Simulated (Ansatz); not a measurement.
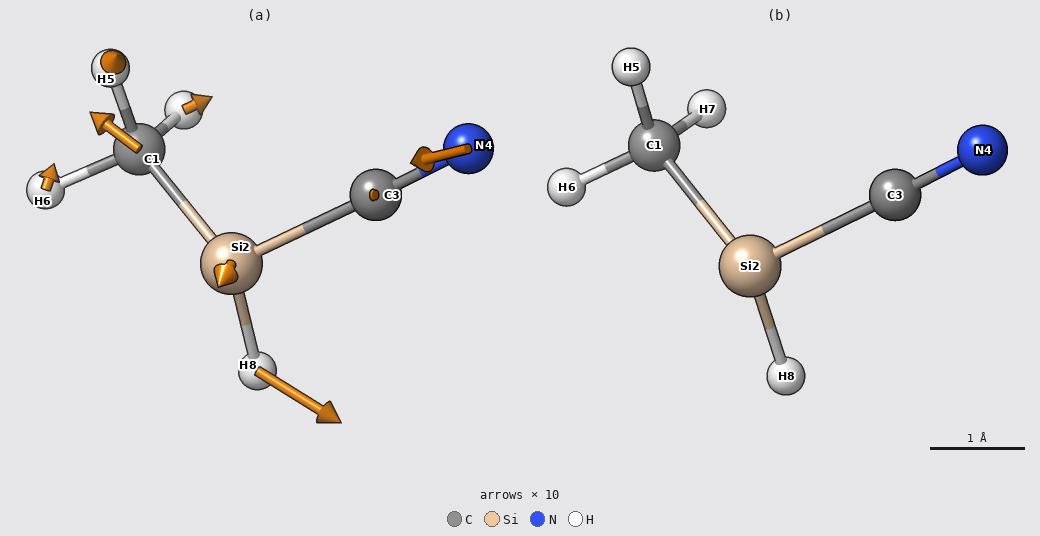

The structure of C$_{2}$H$_{4}$NSi (multiplicity 2) before (left) and after (right) a relaxation, at one scale. The orange arrows give the displacements, magnified 10 times.

A ball-and-stick model, seen at a tilt.

The run prepares an end point of a later path (hydrogen shift) calculation, from a guessed geometry.

Computed with UKS B3LYP-D4/def2-SVP (Ansatz 0.2.0).

Input
```yaml
crystal:
  periodic: [false, false, false]
  atoms:
    - { symbol: C, position_ang: [-0.6214, 0.8675, -0.3286] }
    - { symbol: Si, position_ang: [0.06, -0.2988, 0.8447] }
    - { symbol: C, position_ang: [1.5108, -1.2026, 0.146] }
    - { symbol: "N", position_ang: [2.5457, -1.7463, -0.2689] }
    - { symbol: H, position_ang: [0.0771, 1.6313, -0.6979] }
    - { symbol: H, position_ang: [-1.49, 1.4862, 0.1208] }
    - { symbol: H, position_ang: [-1.0431, 0.4093, -1.2211] }
    - { symbol: H, position_ang: [-0.9469, -1.2036, 1.3491] }
magnetization:
  spin_polarized: true
  initial_magnetization: 1
basis:
  gaussian: { orbitals: def2-SVP }
hamiltonian:
  xc: b3lyp
  dispersion: d4
relax:
  f_tol: 0.02
  max_steps: 50
```

Command:
```bash
ansatz run input.yaml --threads 2 --pin off --max-ram 3072MiB --backend cpu --events-out ev --progress --plain --runs-dir out
```

**What changed between the two?**

Over 4 geometry steps the energy falls by 45.7 kJ/mol. The largest force component goes from 5.9 to 0.018 eV/Å. H8 moves most after the best rigid fit: 0.11 Å. By element the largest moves are H 0.11 Å, N 0.09 Å, C 0.07 Å, Si 0.04 Å. Near-neighbour distances that change, for instance: C1–Si2 1.789 → 1.881 Å, C3–N4 1.240 → 1.164 Å, C1–H6 1.157 → 1.101 Å, Si2–H8 1.445 → 1.490 Å. Bond angles that change, for instance: H5–C1–H6 103.6° → 108.6°, Si2–C1–H5 115.6° → 110.7°, Si2–C1–H7 114.3° → 110.2°.
